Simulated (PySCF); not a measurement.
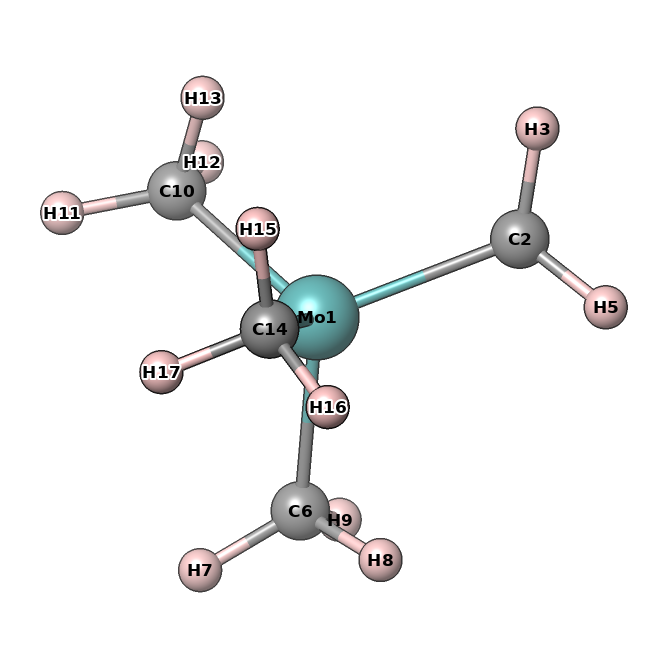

Mo1 lies behind C14. The molecule seen a little off the C14–Mo1 bond, C14 in front. Depth is shown by fading: the farther an atom, the more it takes the colour of the background. Charge 0, singlet. Computed geometry: PBE0-D3(BJ)/def2-SVP optimisation. No frequency run is at hand to confirm it as a minimum. Other spin states may lie lower.

What is the torsion angle H15–C14–Mo1–C2? The sign is positive where the front bond must turn clockwise to cover the back bond.

Answer. 68°, synclinal (gauche). The bonds about C14–Mo1 are staggered.
